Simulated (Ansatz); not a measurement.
**AlNH4 + H2O: a complex and its separated parts**

The complex below is one end of an elementary step. How strongly is it bound against its free parts?

Program: Ansatz 0.2.0, Gaussian basis. Level of theory: PBE0-D4/def2-TZVP structures, single points in def2-TZVPP, no counterpoise correction. These are calculated values, not measurements.

Levels: SPW92, PBE-D4, BLYP-D4, r2SCAN-D4, B97M-V, PBE0-D4, B3LYP-D4, r2SCAN0-D4, BHLYP-D4, CAM-B3LYP-D4, wB97X-V, wB97M-V, B2PLYP, PBE-QIDH, RPA on PBE, Hartree-Fock, MP2, CCSD, CCSD(T).

Cores are frozen in the correlated methods. B3LYP uses VWN-RPA correlation. B2PLYP carries no dispersion term here.

94 further runs of the same task are left out: 94 set aside as unsound or not needed.

### 1 The system as given

The complex: 9 atoms, charge 0, spin multiplicity 1.

Atoms are counted from 1 here; the program's logs count them from 0.

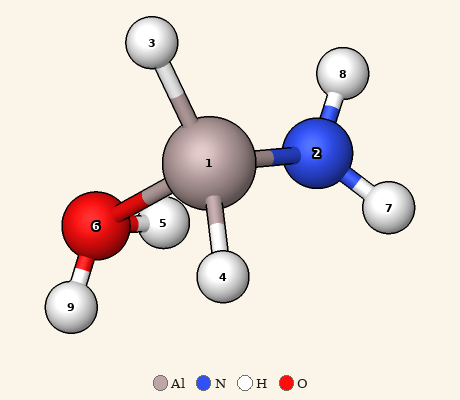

The starting geometry (aluminium light grey, nitrogen blue, hydrogen white, oxygen red); atoms are numbered from 1 in the order of the file.

As a file:

```xyz
9
charge 0, multiplicity 1
Al   -0.30266   -0.63493    0.56678
N    -0.60790    1.12227    0.12455
H    -1.47517   -1.66536    0.27496
H     0.77827   -0.87004    1.71875
H     0.68372    0.27588   -1.16260
O     0.86543   -0.69172   -1.07246
H    -0.24195    1.86547    0.70247
H    -1.50838    1.41619   -0.22614
H     1.80863   -0.81787   -0.92631
```

Its parts: AlNH4 holds atoms 1, 2, 3, 4, 7, 8; H2O holds atoms 5, 6, 9. Each part counts its atoms afresh in its own runs.

### 2 Relaxing AlNH4 alone

File relax-a/in.yaml:

```yaml
crystal:
  periodic: [false, false, false]
  atoms:
    - {symbol: Al, position_ang: [-0.302663, -0.634926, 0.566777]}
    - {symbol: N, position_ang: [-0.607896, 1.122269, 0.124555]}
    - {symbol: H, position_ang: [-1.475170, -1.665359, 0.274961]}
    - {symbol: H, position_ang: [0.778269, -0.870035, 1.718751]}
    - {symbol: H, position_ang: [-0.241947, 1.865474, 0.702467]}
    - {symbol: H, position_ang: [-1.508376, 1.416192, -0.226143]}
basis:
  gaussian: {orbitals: def2-TZVP}
hamiltonian: {xc: pbe0, dispersion: d4}
relax: {f_tol: 0.005, max_steps: 200}
```

The run is started by

```sh
$ ansatz run in.yaml --threads 2 --pin off --events-out ev --progress --plain --max-ram 4352MiB
```

What it wrote, shortened:

```text
Functional definition: PBE0
  name "PBE0"
  cite "Adamo & Barone, J. Chem. Phys. 110, 6158 (1999) doi:10.1063/1.478522"
  cite "Perdew, Burke & Ernzerhof, Phys. Rev. Lett. 77, 3865 (1996) doi:10.1103/PhysRevLett.77.3865"
  parent pbe
[...]
610 factors; their error is unknown
[...]
mean field -8148.29273851 eV, -299.4442350290 hartree, gradient 3.5e-5 eV, S^2 0.000000; 0 other end points of the search recorded, 0 dependent functions left out
[...]
reference -8148.29276851 eV, -299.4442361315 hartree; 12, 12 occupied and 80, 80 virtual orbitals, 610 factors
[...]
reference -8148.53681623 eV, -299.4532047200 hartree; 12, 12 occupied and 80, 80 virtual orbitals, 610 factors
Total energy: -8148.58969602 eV, -299.4551480164 hartree
Atom 0 at    -0.418715    -0.583933     0.734177 Å, force     0.000065    -0.000807     0.000219 eV/Å
Atom 1 at    -0.719134     1.099527     0.292253 Å, force    -0.000098     0.001231    -0.000310 eV/Å
Atom 2 at    -1.411514    -1.684107     0.176322 Å, force     0.000119     0.000108     0.000399 eV/Å
Atom 3 at     0.825808    -0.894958     1.662449 Å, force    -0.000193     0.000056    -0.000508 eV/Å
Atom 4 at    -0.156374     1.881488     0.586119 Å, force    -0.000622    -0.000401     0.000220 eV/Å
Atom 5 at    -1.477855     1.415599    -0.289952 Å, force     0.000728    -0.000187    -0.000020 eV/Å
Dipole moment:    -0.045570     0.255613    -0.067103 e Å
```

Wall time 8 s (2 threads of Arm Neoverse V2, shared host).

Step by step: (the energy doesn't fall at every step)

| step | energy from step 1 (eV) | largest force component (eV/Å) |
| --- | --- | --- |
| 1 | 0.0000 | 1.4232 |
| 2 | -0.1812 | 0.5790 |
| 3 | -0.1796 | 0.9969 |
| 4 | -0.2382 | 0.1524 |
| 5 | -0.2443 | 0.0308 |
| 6 | -0.2444 | 0.0170 |
| 7 | -0.2444 | 0.0012 |

Distances of close pairs at the start and the end, largest changes first:

| bond | before (Å) | after (Å) | change (Å) |
| --- | --- | --- | --- |
| Al1–N2 | 1.838 | 1.766 | -0.071 |
| Al1–H4 | 1.597 | 1.583 | -0.014 |
| Al1–H3 | 1.588 | 1.583 | -0.005 |
| N2–H5 | 1.010 | 1.007 | -0.003 |
| N2–H6 | 1.010 | 1.007 | -0.003 |

### 3 Relaxing H2O alone

File relax-b/in.yaml:

```yaml
crystal:
  periodic: [false, false, false]
  atoms:
    - {symbol: H, position_ang: [0.683721, 0.275877, -1.162595]}
    - {symbol: O, position_ang: [0.865433, -0.691722, -1.072464]}
    - {symbol: H, position_ang: [1.808630, -0.817870, -0.926307]}
basis:
  gaussian: {orbitals: def2-TZVP}
hamiltonian: {xc: pbe0, dispersion: d4}
relax: {f_tol: 0.005, max_steps: 200}
```

The run is started by

```sh
$ ansatz run in.yaml --threads 2 --pin off --events-out ev --progress --plain --max-ram 4352MiB
```

What it wrote, shortened:

```text
[... 5 set-up lines as earlier in the session ...]
[...]
239 factors; their error is unknown
[...]
mean field -2078.29967942 eV, -76.3761044967 hartree, gradient 4.0e-5 eV, S^2 0.000000; 0 other end points of the search recorded, 0 dependent functions left out
[...]
reference -2078.33309077 eV, -76.3773323412 hartree; 5, 5 occupied and 38, 38 virtual orbitals, 239 factors
Total energy: -2078.33734648 eV, -76.3774887355 hartree
Atom 0 at     0.710767     0.252346    -1.157096 Å, force     0.000544     0.000831     0.000025 eV/Å
Atom 1 at     0.851824    -0.693177    -1.074358 Å, force    -0.001415    -0.001408    -0.000114 eV/Å
Atom 2 at     1.795194    -0.792885    -0.929913 Å, force     0.000871     0.000578     0.000089 eV/Å
Dipole moment:     0.295851     0.311891     0.022754 e Å
```

Wall time 1.2 s (2 threads of Arm Neoverse V2, shared host).

Along the way:

| step | energy from step 1 (eV) | largest force component (eV/Å) |
| --- | --- | --- |
| 1 | 0.0000 | 1.4063 |
| 2 | -0.0305 | 0.3028 |
| 3 | -0.0332 | 0.1001 |
| 4 | -0.0334 | 0.0066 |
| 5 | -0.0334 | 0.0014 |

Close pairs (by a distance rule), those that changed most:

| bond | before (Å) | after (Å) | change (Å) |
| --- | --- | --- | --- |
| H1–O2 | 0.989 | 0.960 | -0.029 |
| O2–H3 | 0.963 | 0.960 | -0.003 |

### 4 SPW92/def2-TZVPP

File parta/in.yaml:

```yaml
crystal:
  periodic: [false, false, false]
  atoms:
    - {symbol: Al, position_ang: [-0.418715, -0.583933, 0.734177]}
    - {symbol: N, position_ang: [-0.719134, 1.099527, 0.292253]}
    - {symbol: H, position_ang: [-1.411514, -1.684107, 0.176322]}
    - {symbol: H, position_ang: [0.825808, -0.894958, 1.662449]}
    - {symbol: H, position_ang: [-0.156374, 1.881488, 0.586119]}
    - {symbol: H, position_ang: [-1.477855, 1.415599, -0.289952]}
basis:
  gaussian: {orbitals: def2-TZVPP}
hamiltonian: {xc: lda}
```

File partb/in.yaml:

```yaml
crystal:
  periodic: [false, false, false]
  atoms:
    - {symbol: H, position_ang: [0.710767, 0.252346, -1.157096]}
    - {symbol: O, position_ang: [0.851824, -0.693177, -1.074358]}
    - {symbol: H, position_ang: [1.795194, -0.792885, -0.929913]}
basis:
  gaussian: {orbitals: def2-TZVPP}
hamiltonian: {xc: lda}
```

The same command starts each run, in its folder.

The run is started by

```sh
$ ansatz run in.yaml --threads 2 --pin off --events-out ev --progress --plain --max-ram 4352MiB
```

Output in parta, shortened:

```text
Functional definition: SPW92
  name "SPW92"
  cite "Dirac, Proc. Camb. Phil. Soc. 26, 376 (1930) doi:10.1017/S0305004100016108"
  cite "Slater, Phys. Rev. 81, 385 (1951) doi:10.1103/PhysRev.81.385"
  cite "Perdew & Wang, Phys. Rev. B 45, 13244 (1992) doi:10.1103/PhysRevB.45.13244"
[...]
660 factors; their error is unknown
[...]
mean field -8111.65328132 eV, -298.0977598126 hartree, gradient 4.5e-5 eV, S^2 0.000000; 0 other end points of the search recorded, 0 dependent functions left out
reference -8111.65331888 eV, -298.0977611929 hartree; 12, 12 occupied and 117, 117 virtual orbitals, 660 factors
Total energy: -8111.65331888 eV, -298.0977611929 hartree
```

Log of partb, shortened:

```text
[... 5 set-up lines as earlier in the session ...]
[...]
269 factors; their error is unknown
[...]
mean field -2065.39692461 eV, -75.9019370032 hartree, gradient 5.3e-5 eV, S^2 0.000000; 0 other end points of the search recorded, 0 dependent functions left out
reference -2065.39694344 eV, -75.9019376953 hartree; 5, 5 occupied and 54, 54 virtual orbitals, 269 factors
Total energy: -2065.39694344 eV, -75.9019376953 hartree
```

Wall times: 0.5 s (parta), 0.15 s (partb) on 2 threads of Arm Neoverse V2, shared host.

### 5 PBE-D4/def2-TZVPP

The same edit goes into each in.yaml of step 4 (parta, partb):

```diff
-hamiltonian: {xc: lda}
+hamiltonian: {xc: pbe, dispersion: d4}
```

Each run has its own folder and the same command.

The run is started by

```sh
$ ansatz run in.yaml --threads 2 --pin off --events-out ev --progress --plain --max-ram 4352MiB
```

Log of parta, shortened:

```text
Functional definition: PBE
  name "PBE"
[... 2 set-up lines as earlier in the session ...]
[...]
660 factors; their error is unknown
[...]
mean field -8147.79445268 eV, -299.4259233626 hartree, gradient 5.6e-5 eV, S^2 0.000000; 0 other end points of the search recorded, 0 dependent functions left out
reference -8147.79449241 eV, -299.4259248226 hartree; 12, 12 occupied and 117, 117 virtual orbitals, 660 factors
Total energy: -8147.85820849 eV, -299.4282663452 hartree
```

Output in partb, shortened:

```text
[... 4 set-up lines as earlier in the session ...]
[...]
269 factors; their error is unknown
[...]
mean field -2078.40754343 eV, -76.3800684260 hartree, gradient 4.4e-5 eV, S^2 0.000000; 0 other end points of the search recorded, 0 dependent functions left out
reference -2078.40756391 eV, -76.3800691783 hartree; 5, 5 occupied and 54, 54 virtual orbitals, 269 factors
Total energy: -2078.41288082 eV, -76.3802645711 hartree
```

They took 0.85 s (parta), 0.25 s (partb) on 2 threads of Arm Neoverse V2, shared host.

### 6 BLYP-D4/def2-TZVPP

The same edit goes into each in.yaml of step 5 (parta, partb):

```diff
-hamiltonian: {xc: pbe, dispersion: d4}
+hamiltonian: {xc: {name: BLYP}, dispersion: d4}
```

Each run has its own folder and the same command.

The run is started by

```sh
$ ansatz run in.yaml --threads 2 --pin off --events-out ev --progress --plain --max-ram 4352MiB
```

Log of parta, shortened:

```text
Functional definition: BLYP
  name "BLYP"
  cite "Becke, Phys. Rev. A 38, 3098 (1988) doi:10.1103/PhysRevA.38.3098"
  cite "Lee, Yang & Parr, Phys. Rev. B 37, 785 (1988) doi:10.1103/PhysRevB.37.785"
[...]
660 factors; their error is unknown
[...]
mean field -8153.14213397 eV, -299.6224470253 hartree, gradient 3.4e-5 eV, S^2 0.000000; 0 other end points of the search recorded, 0 dependent functions left out
reference -8153.14244625 eV, -299.6224585012 hartree; 12, 12 occupied and 117, 117 virtual orbitals, 660 factors
Total energy: -8153.28546322 eV, -299.6277142779 hartree
```

Output in partb, shortened:

```text
[... 4 set-up lines as earlier in the session ...]
[...]
269 factors; their error is unknown
[...]
mean field -2080.27675918 eV, -76.4487608375 hartree, gradient 8.6e-5 eV, S^2 0.000000; 0 other end points of the search recorded, 0 dependent functions left out
reference -2080.27694872 eV, -76.4487678033 hartree; 5, 5 occupied and 54, 54 virtual orbitals, 269 factors
Total energy: -2080.28979079 eV, -76.4492397404 hartree
```

Times: 0.86 s (parta), 0.25 s (partb) on 2 threads of Arm Neoverse V2, shared host.

### 7 r2SCAN-D4/def2-TZVPP

The same edit goes into each in.yaml of step 6 (parta, partb):

```diff
-hamiltonian: {xc: {name: BLYP}, dispersion: d4}
+hamiltonian: {xc: r2scan, dispersion: d4}
```

Each run has its own folder and the same command.

The run is started by

```sh
$ ansatz run in.yaml --threads 2 --pin off --events-out ev --progress --plain --max-ram 4352MiB
```

Output in parta, shortened:

```text
Functional definition: r2SCAN
  name "r2SCAN"
  cite "Furness, Kaplan, Ning, Perdew & Sun, J. Phys. Chem. Lett. 11, 8208 (2020) doi:10.1021/acs.jpclett.0c02405"
  cite "Furness, Kaplan, Ning, Perdew & Sun, J. Phys. Chem. Lett. 11, 9248 (2020) doi:10.1021/acs.jpclett.0c03077"
  parent r2scan
[...]
660 factors; their error is unknown
[...]
mean field -8151.95245336 eV, -299.5787270691 hartree, gradient 1.4e-5 eV, S^2 0.000000; 0 other end points of the search recorded, 0 dependent functions left out
reference -8151.95246550 eV, -299.5787275154 hartree; 12, 12 occupied and 117, 117 virtual orbitals, 660 factors
Total energy: -8151.96699651 eV, -299.5792615202 hartree
```

Output in partb, shortened:

```text
[... 5 set-up lines as earlier in the session ...]
[...]
269 factors; their error is unknown
[...]
mean field -2079.58113649 eV, -76.4231971754 hartree, gradient 8.5e-5 eV, S^2 0.000000; 0 other end points of the search recorded, 0 dependent functions left out
reference -2079.58114170 eV, -76.4231973666 hartree; 5, 5 occupied and 54, 54 virtual orbitals, 269 factors
Total energy: -2079.58241419 eV, -76.4232441298 hartree
```

Times: 2 s (parta), 0.55 s (partb) on 2 threads of Arm Neoverse V2, shared host.

### 8 B97M-V/def2-TZVPP

The same edit goes into each in.yaml of step 7 (parta, partb):

```diff
-hamiltonian: {xc: r2scan, dispersion: d4}
+hamiltonian: {xc: {name: B97M-V}}
```

The same command starts each run, in its folder.

The run is started by

```sh
$ ansatz run in.yaml --threads 2 --pin off --events-out ev --progress --plain --max-ram 4352MiB
```

Log of parta, shortened:

```text
Functional definition: B97M-V
  name "B97M-V"
  cite "Mardirossian & Head-Gordon, J. Chem. Phys. 142, 074111 (2015) doi:10.1063/1.4907719"
  cite "Becke, J. Chem. Phys. 107, 8554 (1997) doi:10.1063/1.475007"
  cite "Vydrov & Van Voorhis, J. Chem. Phys. 133, 244103 (2010) doi:10.1063/1.3521275"
  # Of w^i u^j: cxij and so on, Table III.
[...]
  gx(w, u) = cx00 + cx01*u + cx02*u^2 + (cx10 + cx11*u)*w
[...]
  gos(w, u) = cos00 + cos01*u + cos03*u^3 + cos10*w + cos32*w^3*u^2
[...]
      + integral(e_c_pw_mod_opposite_spin*gos(b97_w_opposite, b97_u_opposite)) + vv10(b, c)
660 factors; their error is unknown
[...]
mean field -8151.94620520 eV, -299.5784974534 hartree, gradient 3.4e-5 eV, S^2 0.000000; 0 other end points of the search recorded, 0 dependent functions left out
reference -8151.94626394 eV, -299.5784996123 hartree; 12, 12 occupied and 117, 117 virtual orbitals, 660 factors
Total energy: -8151.94626394 eV, -299.5784996123 hartree
```

Output in partb, shortened:

```text
[... 5 set-up lines as earlier in the session ...]
  # Of w^i u^j: cxij and so on, Table III.
[...]
  gx(w, u) = cx00 + cx01*u + cx02*u^2 + (cx10 + cx11*u)*w
[...]
  gos(w, u) = cos00 + cos01*u + cos03*u^3 + cos10*w + cos32*w^3*u^2
[...]
      + integral(e_c_pw_mod_opposite_spin*gos(b97_w_opposite, b97_u_opposite)) + vv10(b, c)
269 factors; their error is unknown
[...]
mean field -2079.93550546 eV, -76.4362199947 hartree, gradient 2.9e-5 eV, S^2 0.000000; 0 other end points of the search recorded, 0 dependent functions left out
reference -2079.93553227 eV, -76.4362209801 hartree; 5, 5 occupied and 54, 54 virtual orbitals, 269 factors
Total energy: -2079.93553227 eV, -76.4362209801 hartree
```

Times: 3.6 s (parta), 0.75 s (partb) on 2 threads of Arm Neoverse V2, shared host.

### 9 PBE0-D4/def2-TZVPP

Each input of step 8 (parta, partb) changes in the same lines:

```diff
-hamiltonian: {xc: {name: B97M-V}}
+hamiltonian: {xc: pbe0, dispersion: d4}
+output: {orbitals: {seedname: orbitals}}
```

Each run has its own folder and the same command.

The run is started by

```sh
$ ansatz run in.yaml --threads 2 --pin off --events-out ev --progress --plain --max-ram 4352MiB
```

Log of parta, shortened:

```text
[... 5 set-up lines as earlier in the session ...]
[...]
691 factors; their error is unknown
[...]
mean field -8148.59735971 eV, -299.4554296518 hartree, gradient 2.4e-5 eV, S^2 0.000000; 0 other end points of the search recorded, 0 dependent functions left out
reference -8148.59738994 eV, -299.4554307626 hartree; 12, 12 occupied and 117, 117 virtual orbitals, 691 factors
Total energy: -8148.65026973 eV, -299.4573740590 hartree
```

partb printed, shortened:

```text
[... 5 set-up lines as earlier in the session ...]
[...]
269 factors; their error is unknown
[...]
mean field -2078.42781940 eV, -76.3808135538 hartree, gradient 1.2e-5 eV, S^2 0.000000; 0 other end points of the search recorded, 0 dependent functions left out
reference -2078.42783390 eV, -76.3808140868 hartree; 5, 5 occupied and 54, 54 virtual orbitals, 269 factors
Total energy: -2078.43208961 eV, -76.3809704812 hartree
```

Times: 1.1 s (parta), 0.25 s (partb) on 2 threads of Arm Neoverse V2, shared host.

### 10 B3LYP-D4/def2-TZVPP

Each input of step 9 (parta, partb) changes in the same lines:

```diff
-hamiltonian: {xc: pbe0, dispersion: d4}
-output: {orbitals: {seedname: orbitals}}
+hamiltonian: {xc: {name: B3LYP}, dispersion: d4}
```

Each run has its own folder and the same command.

The run is started by

```sh
$ ansatz run in.yaml --threads 2 --pin off --events-out ev --progress --plain --max-ram 4352MiB
```

parta printed, shortened:

```text
Functional definition: B3LYP
  name "B3LYP"
  cite "Stephens, Devlin, Chabalowski & Frisch, J. Phys. Chem. 98, 11623 (1994) doi:10.1021/j100096a001"
[... 2 set-up lines as earlier in the session ...]
  cite "Vosko, Wilk & Nusair, Can. J. Phys. 58, 1200 (1980) doi:10.1139/p80-159"
[...]
684 factors; their error is unknown
[...]
mean field -8154.48899116 eV, -299.6719431141 hartree, gradient 8.7e-5 eV, S^2 0.000000; 0 other end points of the search recorded, 0 dependent functions left out
reference -8154.48922717 eV, -299.6719517872 hartree; 12, 12 occupied and 117, 117 virtual orbitals, 684 factors
Total energy: -8154.59274784 eV, -299.6757561015 hartree
```

Log of partb, shortened:

```text
[... 6 set-up lines as earlier in the session ...]
[...]
269 factors; their error is unknown
[...]
mean field -2080.76395609 eV, -76.4666649937 hartree, gradient 1.1e-5 eV, S^2 0.000000; 0 other end points of the search recorded, 0 dependent functions left out
reference -2080.76409444 eV, -76.4666700782 hartree; 5, 5 occupied and 54, 54 virtual orbitals, 269 factors
Total energy: -2080.77252027 eV, -76.4669797216 hartree
```

Times: 1.1 s (parta), 0.25 s (partb) on 2 threads of Arm Neoverse V2, shared host.

### 11 r2SCAN0-D4/def2-TZVPP

Each input of step 10 (parta, partb) changes in the same lines:

```diff
-hamiltonian: {xc: {name: B3LYP}, dispersion: d4}
+hamiltonian: {xc: {name: r2SCAN0}, dispersion: d4}
```

One command serves all of them, each in its own folder.

The run is started by

```sh
$ ansatz run in.yaml --threads 2 --pin off --events-out ev --progress --plain --max-ram 4352MiB
```

parta printed, shortened:

```text
Functional definition: r2SCAN0
  name "r2SCAN0"
  cite "Bursch, Neugebauer, Ehlert & Grimme, J. Chem. Phys. 156, 134105 (2022) doi:10.1063/5.0086040"
[... 3 set-up lines as earlier in the session ...]
[...]
691 factors; their error is unknown
[...]
mean field -8151.62877743 eV, -299.5668321980 hartree, gradient 1.3e-5 eV, S^2 0.000000; 0 other end points of the search recorded, 0 dependent functions left out
reference -8151.62878714 eV, -299.5668325550 hartree; 12, 12 occupied and 117, 117 virtual orbitals, 691 factors
Total energy: -8151.64589568 eV, -299.5674612821 hartree
```

Log of partb, shortened:

```text
[... 6 set-up lines as earlier in the session ...]
[...]
269 factors; their error is unknown
[...]
mean field -2079.27471504 eV, -76.4119363948 hartree, gradient 2.0e-5 eV, S^2 0.000000; 0 other end points of the search recorded, 0 dependent functions left out
reference -2079.27471914 eV, -76.4119365455 hartree; 5, 5 occupied and 54, 54 virtual orbitals, 269 factors
Total energy: -2079.27612326 eV, -76.4119881457 hartree
```

Times: 2.1 s (parta), 0.55 s (partb) on 2 threads of Arm Neoverse V2, shared host.

### 12 BHLYP-D4/def2-TZVPP

The same edit goes into each in.yaml of step 11 (parta, partb):

```diff
-hamiltonian: {xc: {name: r2SCAN0}, dispersion: d4}
+hamiltonian: {xc: {name: BHLYP}, dispersion: d4}
```

One command serves all of them, each in its own folder.

The run is started by

```sh
$ ansatz run in.yaml --threads 2 --pin off --events-out ev --progress --plain --max-ram 4352MiB
```

Output in parta, shortened:

```text
Functional definition: BHLYP
  name "BHLYP"
  cite "Becke, J. Chem. Phys. 98, 1372 (1993) doi:10.1063/1.464304"
[... 2 set-up lines as earlier in the session ...]
[...]
710 factors; their error is unknown
[...]
mean field -8152.80584734 eV, -299.6100887196 hartree, gradient 1.6e-5 eV, S^2 0.000000; 0 other end points of the search recorded, 0 dependent functions left out
reference -8152.80600798 eV, -299.6100946230 hartree; 12, 12 occupied and 117, 117 virtual orbitals, 710 factors
Total energy: -8152.88457799 eV, -299.6129820174 hartree
```

Output in partb, shortened:

```text
[... 5 set-up lines as earlier in the session ...]
[...]
295 factors; their error is unknown
[...]
mean field -2079.57893129 eV, -76.4231161357 hartree, gradient 2.0e-5 eV, S^2 0.000000; 0 other end points of the search recorded, 0 dependent functions left out
reference -2079.57902208 eV, -76.4231194722 hartree; 5, 5 occupied and 54, 54 virtual orbitals, 295 factors
Total energy: -2079.58397376 eV, -76.4233014430 hartree
```

They took 1.1 s (parta), 0.25 s (partb) on 2 threads of Arm Neoverse V2, shared host.

(Part 1 of 2 ends here.)
